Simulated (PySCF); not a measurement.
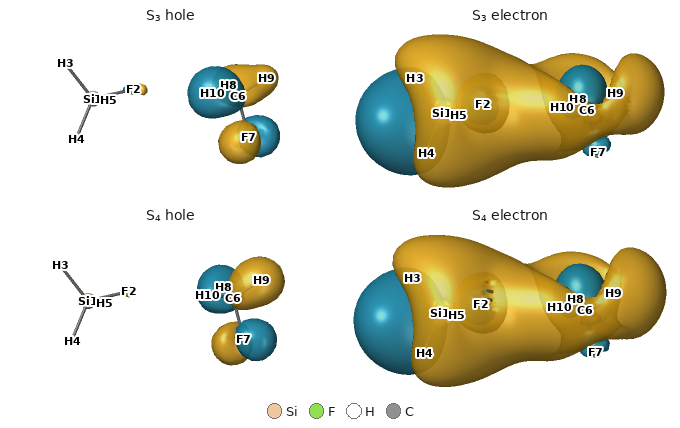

Figure 1: CH$_{6}$F$_{2}$Si, SMILES `[SiH3]F.CF`. Leading natural transition orbitals (TDA singlet states).

Level of theory: BHandHLYP/def2-SVP (PySCF), at an unrelaxed start geometry of a pair search. Without diffuse functions Rydberg states are missing, so the states' numbers hold for this basis only.

The calculation's input:

```python
import numpy as np
from pyscf import gto, scf, dft, tdscf
from pyscf.scf import atom_ks, atom_hf
from scipy.linalg import block_diag

def solve(mol, dm0=None, hcore=None):
    mf = (dft.UKS if mol.spin else dft.RKS)(mol, xc='bhandhlyp')
    mf.grids.level = 3
    mf = mf.density_fit(auxbasis='def2-universal-jkfit')
    mf.conv_tol, mf.max_cycle = 1e-8, 80
    if hcore is not None:
        mf.get_hcore = lambda *args: hcore
    mf.kernel(dm0)
    if not mf.converged:
        mf = mf.newton().run(mf.mo_coeff, mf.mo_occ, max_cycle=30)
    assert mf.converged, 'SCF not converged'
    return mf

mol = gto.M(atom='''
Si    -2.17826    -0.25646    -0.14018
F     -0.96381     0.62990     0.43971
H     -3.21662     0.71809    -0.44931
H     -2.54004    -1.17205     0.93103
H     -1.63347    -0.91660    -1.31894
C      2.34693     0.48215    -0.31633
F      2.86903    -0.65474     0.23388
H      2.02498     0.24540    -1.33111
H      3.13133     1.24335    -0.32790
H      1.50089     0.80294     0.29447
''', basis='def2-svp', charge=0, spin=0, verbose=4)
mf = solve(mol)
td = mf.TDA()
td.nstates, td.singlet, td.conv_tol = 5, True, 1e-5
td.kernel()
td.analyze()
x, y = np.array([p[0] for p in td.xy]), np.array([p[1] + 0 * p[0] for p in td.xy])
f, mu = td.oscillator_strength(), td.transition_dipole()
nto = [td.get_nto(state=i + 1, verbose=4) for i in range(len(td.e))]
# spherically averaged free atoms, for the promolecule
atm = atom_ks.get_atm_nrks(mol, xc='bhandhlyp')
pro = block_diag(*[(atm[a[0]][2] * atm[a[0]][3]) @ atm[a[0]][2].T for a in mol._atom])
np.savez('result.npz', e=td.e, f=f, ok=td.converged, w=[n[0] for n in nto], nto=[n[1] for n in nto], x=x, y=y, c=mf.mo_coeff, occ=mf.mo_occ, eps=mf.mo_energy, pro=pro, mu=mu)
```

Run with:

```sh
OMP_NUM_THREADS=1 python input.py
```

The run took 2.1 min on 1 thread of Arm Neoverse V1, with other jobs on the host, peak memory 0.52 GiB.

Q: Give the energy and character of each state.

A: By state:
- S₃: 10.33 eV (120 nm), f = 0.052, charge transfer, whose energy this functional puts too low; the leading pair carries 100 %; hole on F7 (43 %), C6 (27 %) and H10 (17 %), electron on Si1 (46 %), F2 (9 %) and C6 (9 %); their centroids lie 3.4 Å apart.
- S₄: 10.47 eV (118 nm), f = 0.055, charge transfer, whose energy this functional puts too low; the leading pair carries 100 %; hole on F7 (46 %), C6 (26 %) and H9 (14 %), electron on Si1 (43 %), C6 (10 %) and F2 (8 %); their centroids lie 3.5 Å apart.
